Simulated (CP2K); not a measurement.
# GFN2-xTB run of Si2F6 (SMILES F[Si](F)(F)[Si](F)(F)F)

What is the energy difference between two shapes of Si2F6 at GFN2-xTB? 

Program for the calculation: CP2K 2026.2.

1 further run of the same task is left out (set aside as unsound or not needed).

## 1. The structure to begin with

Si2F6: 8 atoms, total charge 0, spin state singlet. SMILES: `F[Si](F)(F)[Si](F)(F)F`. The shape is that of a GFN2-xTB optimisation.

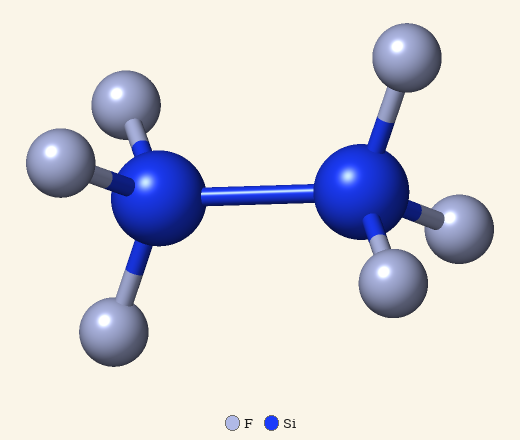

The structure, seen from a chosen angle (fluorine light blue, silicon blue).

## 2. Energy and forces at GFN2-xTB

qs.inp

```
&GLOBAL
   PROJECT_NAME qs
   RUN_TYPE ENERGY_FORCE
   PRINT_LEVEL MEDIUM
&END GLOBAL

&FORCE_EVAL
   METHOD QS
   &DFT
      CHARGE 0
      MULTIPLICITY 1
      # Quickstep
      &QS
         METHOD XTB
         EPS_DEFAULT 1.0E-10
         &XTB
            GFN_TYPE TBLITE
            &TBLITE
               METHOD GFN2
            &END TBLITE
            CHECK_ATOMIC_CHARGES F
         &END XTB
      &END QS
      &POISSON
         PERIODIC NONE
         POISSON_SOLVER ANALYTIC
      &END POISSON
      # self-consistent field
      &SCF
         SCF_GUESS ATOMIC
         EPS_SCF 1.0E-06
         MAX_SCF 150
         ADDED_MOS 4
         &DIAGONALIZATION
            ALGORITHM STANDARD
         &END DIAGONALIZATION
         &MIXING
            METHOD DIRECT_P_MIXING
            ALPHA 0.4
         &END MIXING
         &SMEAR ON
            METHOD FERMI_DIRAC
            ELECTRONIC_TEMPERATURE [K] 300
         &END SMEAR
      &END SCF
      &PRINT
         &MOMENTS
            PERIODIC F
            REFERENCE COM
            MAX_MOMENT 1
         &END MOMENTS
         &MO ON
            ENERGIES T
            OCCUPATION_NUMBERS T
            NDIGITS 6
            &EACH
               QS_SCF 0
            &END EACH
            ADD_LAST NUMERIC
         &END MO
         &HIRSHFELD OFF
         &END HIRSHFELD
      &END PRINT
   &END DFT
   &SUBSYS
      &CELL
         ABC [angstrom] 20.4 19.7 18.5
         PERIODIC NONE
      &END CELL
      &COORD
         F     10.612940     7.982680    10.503435
         Si    10.958980     9.024430     9.362855
         F     11.171260     8.134640     8.071335
         F     12.411030     9.536440     9.728745
         Si     9.436940    10.659430     9.118875
         F      9.207360    11.536890    10.416125
         F      9.792760    11.717320     7.996565
         F      7.988970    10.147700     8.734815
      &END COORD
   &END SUBSYS
   # extra output
   &PRINT
      &FORCES ON
      &END FORCES
   &END PRINT
&END FORCE_EVAL
```

Command:

```console
$ OMP_NUM_THREADS=1 cp2k.psmp -i qs.inp > qs.out 2>&1
```

The program printed:

```text
CP2K| version string:                                       CP2K version 2026.2
[...]
 GLOBAL| Method name                                                        CP2K
[...]
 GLOBAL| Run type                                                   ENERGY_FORCE
[...]
                             - Atoms:                                          8
[...]
                             - Spherical basis functions:                     42
[...]
 Number of electrons:                                                         50
[...]
  *** SCF run converged in    16 steps ***
[...]
  Fermi energy:                                                -0.28889955732024
[...]
 TB_DIPOLE| Moment [Debye]          0.00666710      -0.00615795      -0.00802768
 TB_DIPOLE| Derivative [a.u.]       0.00000000       0.00000000       0.00000000
[...]
 ENERGY| Total FORCE_EVAL ( QS ) energy [hartree]            -32.232039852346382
 FORCES| Atomic forces [hartree/bohr]
 FORCES|   Atom     x               y               z               |f|
 FORCES|      1  1.07319679E-04  2.20792947E-05 -1.13197779E-04   1.57539665E-04
 FORCES|      2 -2.91827355E-04 -4.54741896E-06  1.80941778E-04   3.43400366E-04
 FORCES|      3  6.19777813E-05 -5.59734367E-05 -2.91399739E-05   8.84500371E-05
 FORCES|      4  1.35163350E-04 -1.35911694E-05  9.77051869E-06   1.36195867E-04
 FORCES|      5 -9.75083177E-05  1.16730316E-04  8.82387859E-05   1.75840616E-04
 FORCES|      6  1.81977969E-05 -8.58266834E-05  6.09262619E-05   1.06814740E-04
 FORCES|      7 -8.67652570E-05 -7.94970748E-05 -1.30775919E-04   1.75927075E-04
 FORCES|      8  1.53442323E-04  1.00626172E-04 -6.67636725E-05   1.95262799E-04
 FORCES| Sum    -5.54840462E-17 -7.97837274E-17 -5.64056180E-17
 FORCES| Total atomic force                                       1.12363323E-16
[...]
```

It took 0.22 s on 1 thread of Arm Neoverse V2, shared host.

## 3. The distorted shape, same level

gas.inp

```
&GLOBAL
   PROJECT gas
   RUN_TYPE ENERGY_FORCE
   PRINT_LEVEL MEDIUM
&END GLOBAL

&FORCE_EVAL
   METHOD QS
   &DFT
      CHARGE 0
      MULTIPLICITY 1
      &QS
         METHOD XTB
         EPS_DEFAULT 1.0E-10
         &XTB
            GFN_TYPE TBLITE
            &TBLITE
               METHOD GFN2
            &END TBLITE
            CHECK_ATOMIC_CHARGES F
         &END XTB
      &END QS
      &POISSON
         PERIODIC NONE
         POISSON_SOLVER ANALYTIC
      &END POISSON
      &SCF
         SCF_GUESS ATOMIC
         EPS_SCF 1.0E-06
         MAX_SCF 150
         ADDED_MOS 4
         &DIAGONALIZATION
            ALGORITHM STANDARD
         &END DIAGONALIZATION
         &MIXING
            METHOD DIRECT_P_MIXING
            ALPHA 0.4
         &END MIXING
         &SMEAR ON
            METHOD FERMI_DIRAC
            ELECTRONIC_TEMPERATURE [K] 300
         &END SMEAR
      &END SCF
      &PRINT
         &MOMENTS
            PERIODIC F
            REFERENCE COM
            MAX_MOMENT 1
         &END MOMENTS
         &MO ON
            ENERGIES T
            OCCUPATION_NUMBERS T
            NDIGITS 6
            &EACH
               QS_SCF 0
            &END EACH
            ADD_LAST NUMERIC
         &END MO
         &HIRSHFELD OFF
         &END HIRSHFELD
      &END PRINT
   &END DFT
   &SUBSYS
      &CELL
         ABC [angstrom] 20.3 19.8 18.6
         PERIODIC NONE
      &END CELL
      &COORD
         F     10.518762     8.013632    10.579979
         Si    10.860666     9.055529     9.516518
         F     10.983308     8.138141     8.170313
         F     12.313518     9.603123     9.955038
         Si     9.351988    10.697743     9.205776
         F      9.093012    11.561139    10.485006
         F      9.783124    11.786368     8.020021
         F      7.986482    10.261467     8.692035
      &END COORD
   &END SUBSYS
   &PRINT
      &FORCES ON
      &END FORCES
   &END PRINT
&END FORCE_EVAL
```

Command:

```console
$ OMP_NUM_THREADS=1 cp2k.psmp gas.inp > gas.out
```

The program printed:

```text
CP2K| version string:                                       CP2K version 2026.2
[...]
 GLOBAL| Method name                                                        CP2K
[...]
 GLOBAL| Run type                                                   ENERGY_FORCE
[...]
                             - Atoms:                                          8
[...]
                             - Spherical basis functions:                     42
[...]
 Number of electrons:                                                         50
[...]
  *** SCF run converged in    17 steps ***
[...]
  Fermi energy:                                                -0.29338596433950
[...]
 TB_DIPOLE| Moment [Debye]         -0.39201322      -0.37550723       0.71199405
 TB_DIPOLE| Derivative [a.u.]       0.00000000       0.00000000       0.00000000
[...]
 ENERGY| Total FORCE_EVAL ( QS ) energy [hartree]            -32.220659881036951
 FORCES| Atomic forces [hartree/bohr]
 FORCES|   Atom     x               y               z               |f|
 FORCES|      1 -9.66002150E-03 -3.01740556E-02  3.21563488E-02   4.51422243E-02
 FORCES|      2  2.27386748E-02  2.33283533E-02 -4.79630335E-02   5.79802723E-02
 FORCES|      3  1.76772385E-03  1.55807777E-02  2.21082795E-02   2.71046399E-02
 FORCES|      4 -1.57802916E-02 -8.05842440E-03 -7.19666225E-03   1.91245328E-02
 FORCES|      5  5.73788715E-02  3.17289946E-02 -2.34351517E-02   6.96295220E-02
 FORCES|      6 -2.85521616E-03  7.35949640E-03  9.76732147E-03   1.25584639E-02
 FORCES|      7 -7.94780762E-03 -2.43808045E-02  2.88655804E-02   3.86110477E-02
 FORCES|      8 -4.56419333E-02 -1.53843376E-02 -1.43026828E-02   5.02437125E-02
 FORCES| Sum    -2.22044605E-16  3.29597460E-17 -5.03069808E-17
 FORCES| Total atomic force                                       2.30045525E-16
[...]
```

Wall time 0.22 s (1 thread of Arm Neoverse V2, shared host).

## 4. Outcome

At GFN2-xTB:

```
                                                  quantity         value
                                 first shape: total energy  -32.23204 Eh
    first shape: dipole moment (from atomic charges alone)        0.01 D
                                  first shape: HOMO energy     -13.22 eV
                                  first shape: LUMO energy      -6.97 eV
                                first shape: HOMO–LUMO gap       6.26 eV
                     first shape: largest force on an atom    0.018 eV/Å
                             distorted shape: total energy  -32.22066 Eh
distorted shape: dipole moment (from atomic charges alone)        0.90 D
                              distorted shape: HOMO energy     -13.19 eV
                              distorted shape: LUMO energy      -7.11 eV
                            distorted shape: HOMO–LUMO gap       6.09 eV
                 distorted shape: largest force on an atom    3.580 eV/Å
                    energy change with the atoms displaced      0.310 eV
```

**Reading.** With the atoms displaced the energy rises by 0.31 eV (7.1 kcal/mol). The dipole (distorted shape) comes from point charges on the atoms alone, without atomic dipoles, so it is partial.
